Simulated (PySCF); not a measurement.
**C$_{2}$H$_{9}$FSi$_{4}$: density, localisation and related maps**

```xyz
16

F     0.5183   -2.4681   -0.7475
Si    0.2451   -1.5924    0.5996
C    -1.1676   -0.3332    0.3139
Si   -3.0088   -0.5950    0.0527
C    -0.5328    0.8547    0.3383
Si    1.3202    0.4839    0.6231
Si    2.8288    1.2707   -0.9496
H    -0.0252   -2.6725    1.5433
H    -3.5311   -1.3583    1.1921
H    -3.2132   -1.3420   -1.1911
H    -3.6977    0.6972   -0.0269
H    -1.0391    1.8008    0.1962
H     1.6985    0.9247    1.9882
H     3.0931    2.7095   -0.8356
H     2.3822    1.0306   -2.3229
H     4.1217    0.5984   -0.7852
```

Geometry: GFN2-xTB.

Computed with PBE0/pcSseg-1, SCF density, gas phase, non-relativistic (PySCF 2.14.0).

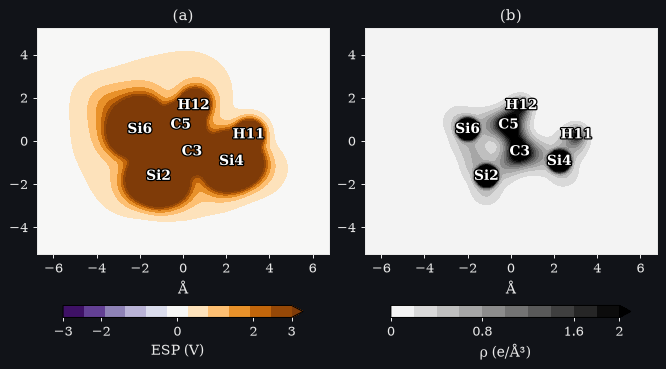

Figure 1. (a) molecular electrostatic potential; (b) total electron density on the plane of atoms Si2, C3 and Si4.

**What do the fields say about this system?**

- The plane passes through Si, C and H nuclei.
- C–C (1.35 Å): ρ is about 2.2 e/Å³ halfway.
- C–Si (1.88 Å): ρ is about 0.92 e/Å³ halfway.
- Si–Si (2.34 Å): ρ at the midpoint is about 0.6 e/Å³.
- C–H (1.08 Å): ρ at the midpoint is about 2 e/Å³.
- Si–H (1.47 Å): ρ is about 0.8 e/Å³ halfway.
- The potential has no marked negative region in this plane.

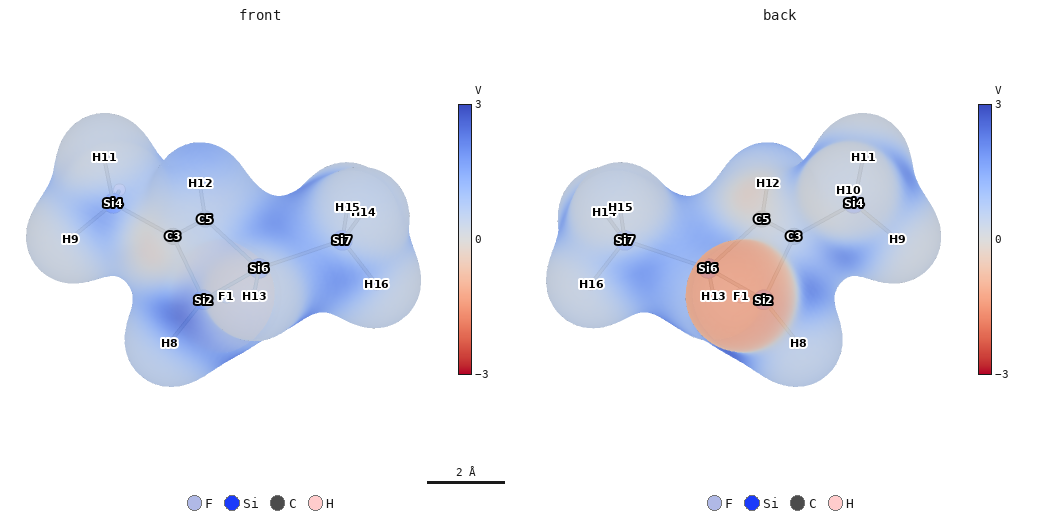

Figure 2. The molecular electrostatic potential painted on the density surface at 0.004 e/bohr³, seen from the front and from behind; the colour scale runs from red (negative) to blue (positive).

**Where is the surface potential most negative and most positive?**

The most negative region (about −1.2 V) lies over F1, the most positive (about +2.2 V) over Si2.

**What dipole moment does the calculation give?**

Its dipole moment is 1.73 D.
